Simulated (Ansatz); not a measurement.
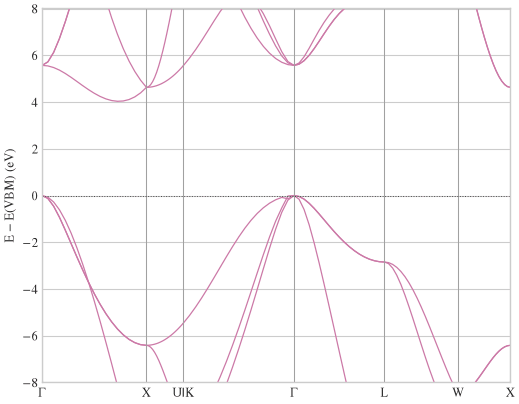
Figure: Band structure from the program Ansatz at the PBEsol level (PAW)

Question: Read off the gap and where the band edges lie.

Answer: About 4.0 eV (4.03 eV by a search for the band edges); maximum at Γ, minimum on the Γ–X line, 73 % of the way from Γ.

Question: Which of these materials gives this?
(A) LiBr, rock salt
(B) C, diamond
(C) NaF, zinc blende

Answer: B, C, diamond

Space group Fd-3m (diamond). The PBEsol relaxation kept the symmetry of its start.

Potentials: the later of the program's two PAW sets.
